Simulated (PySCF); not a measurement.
```yaml
atoms:
  - { symbol: C, position_ang: [-1.5380, -0.9296, -1.0509] }
  - { symbol: N, position_ang: [-1.4520, -0.1085, 0.1325] }
  - { symbol: Si, position_ang: [-1.8777, 1.5660, 0.0937] }
  - { symbol: C, position_ang: [-0.4870, -0.5957, 1.0874] }
  - { symbol: C, position_ang: [0.8775, -0.4335, 0.6238] }
  - { symbol: C, position_ang: [1.9581, -0.2625, 0.1290] }
  - { symbol: C, position_ang: [3.2865, -0.0646, -0.4224] }
  - { symbol: F, position_ang: [3.2586, 0.6494, -1.5612] }
  - { symbol: F, position_ang: [3.8961, -1.2268, -0.7151] }
  - { symbol: F, position_ang: [4.0992, 0.5916, 0.4229] }
  - { symbol: H, position_ang: [-1.7496, -1.9654, -0.7695] }
  - { symbol: H, position_ang: [-2.3477, -0.5677, -1.6789] }
  - { symbol: H, position_ang: [-0.6114, -0.9146, -1.6355] }
  - { symbol: H, position_ang: [-2.0267, 1.9257, 1.5041] }
  - { symbol: H, position_ang: [-0.8938, 2.4540, -0.5402] }
  - { symbol: H, position_ang: [-3.1378, 1.5996, -0.6443] }
  - { symbol: H, position_ang: [-0.6013, -0.0474, 2.0262] }
  - { symbol: H, position_ang: [-0.6618, -1.6636, 1.2801] }
```

Geometry: GFN2-xTB.

These are results of PBE0/pcSseg-1, SCF density, gas phase, non-relativistic in PySCF 2.14.0, not measurements.

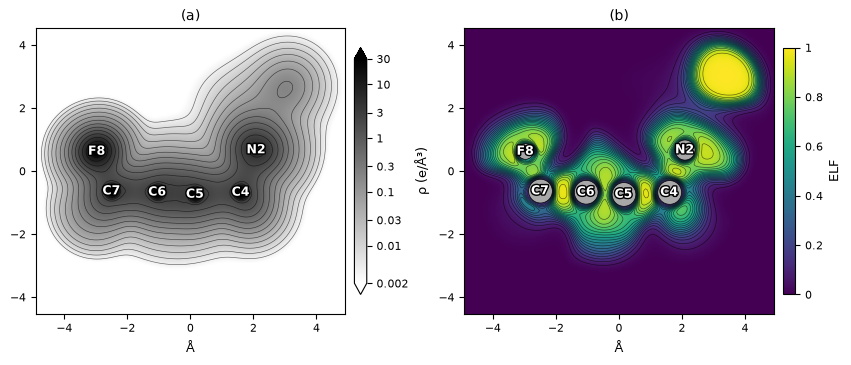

C5H8F3NSi. (a) total electron density; (b) electron localisation function on the plane of atoms C6, C7 and F8. Grey discs cover the atomic cores in the ELF map.

What do the fields say about this system?

Answer.
- The section cuts through N, C and F sites.
- C–C (1.20 Å): the density is about 2.7 e/Å³ at the midpoint; the ELF peaks at about 0.85 between the atoms; a multiple bond.
- C–F (1.34 Å): ρ at the midpoint is about 2.4 e/Å³, with its minimum of 1.9 e/Å³ about 0.5 Å from C; the ELF peaks at about 0.85 between the atoms, as expected for a polar covalent bond.
- C–N (1.44 Å): the density is about 1.9 e/Å³ at the midpoint; the ELF peaks at about 0.90 between the atoms: localised, covalent bonding.
- The ELF also peaks beside F8 and N2, away from the bonds: lone-pair regions.
